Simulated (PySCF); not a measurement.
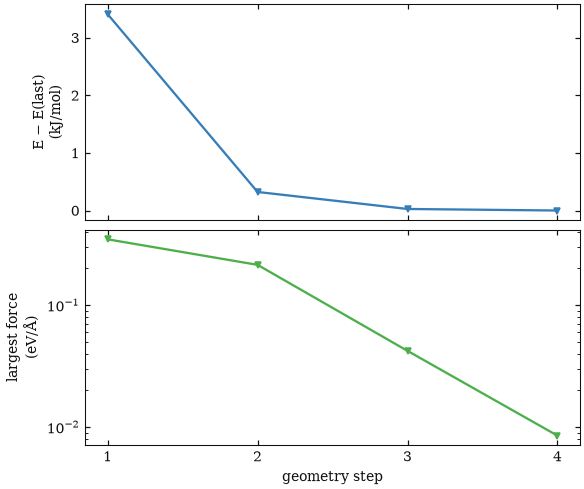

History of a geometry optimisation.

- system: Norbornane (SMILES C1C[C@H]2CC[C@@H]1C2)
- method: PBE0-D3(BJ)/def2-SVP, geometry optimisation in PySCF 2.14.0, density fitting

**How did the optimisation end?**

The optimisation met its thresholds at geometry 4, counting the start as the first. The energy fell by about 3.4 kJ/mol from the first step to the last. The largest force goes from about 0.35 eV/Å at the start to 8 × 10⁻³ eV/Å at the end.
